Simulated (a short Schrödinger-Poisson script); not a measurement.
System: symmetric double-gate stack, Si3N4 on p-type GaAs, at 300 K.

```tsv
layer	material	thickness (nm)	Na (cm⁻³)
1	Si3N4	1.7	-
2	GaAs	6	5e16
3	Si3N4	1.7	-
```

The device is made up for the run: typed textbook-type constants, with dimensions and the other settings drawn at random. Si3N4: permittivity 7.5, conduction-band edge (eV) 1.97, gap (eV) 5.1, electron mass (mₑ) 0.5. GaAs: permittivity 12.9, conduction-band edge (eV) 0, gap (eV) 1.424, Nv at 300 K (cm⁻³) 9e18.

Channel valleys (confinement mass, in-plane density-of-states mass, number): Γ 0.067, 0.067, 1. At the gates, both at one voltage, the conduction-band edge of layer 1 lies 2.46 eV − eVg above the Fermi level of the channel. Gaps are held at their typed values at every temperature. Mesh 0.03 nm at interfaces.

From a short Schrödinger-Poisson script (our own, NumPy): 1D Poisson equation in equilibrium, electrons quantum, Hartree (BenDaniel-Duke, 12 states a valley, the channel's in-plane mass for all, wave functions free to enter the dielectric), parabolic valleys, classical holes, full ionisation, no traps, pinning or gate leakage.

Only gate voltages with over 1e8 electrons/cm² are shown.

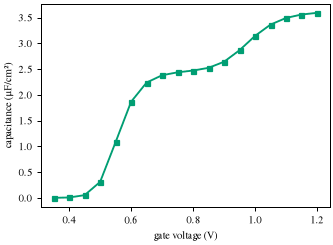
Fig. 1. Quasi-static capacitance against gate voltage

```
Vg (V)  electrons (cm⁻²)  C (μF/cm²)  Γ E0 (meV)  Γ E1 (meV)
------  ----------------  ----------  ----------  ----------
0.35              1.81e8     < 0.003       214.4       464.2
0.4               1.25e9     0.00789       164.4       414.2
0.45              8.54e9      0.0531       114.6       364.4
0.5              5.43e10       0.311        66.0       315.6
0.55             2.57e11        1.08        22.0       271.0
0.6              7.25e11        1.87       -14.1       233.5
0.65             1.37e12        2.24       -44.8       200.8
0.7              2.10e12        2.38       -73.4       170.0
0.75             2.85e12        2.44      -101.2       140.0
0.8              3.62e12        2.47      -128.6       110.4
0.85             4.39e12        2.52      -155.8        80.9
0.9              5.20e12        2.64      -182.4        52.1
0.95             6.05e12        2.87      -207.8        24.5
1                6.99e12        3.14      -231.2        -1.2
1.05             8.01e12        3.36      -252.8       -24.9
1.1              9.08e12        3.49      -273.0       -47.5
1.15             1.02e13        3.56      -292.6       -69.3
1.2              1.13e13        3.59      -311.9       -90.8
```

Subbands count from the Fermi level. The capacitance is that of both gates.

Above a few 1e12 electrons/cm² a light Γ valley is non-parabolic and upper valleys begin to fill, which the model leaves out.
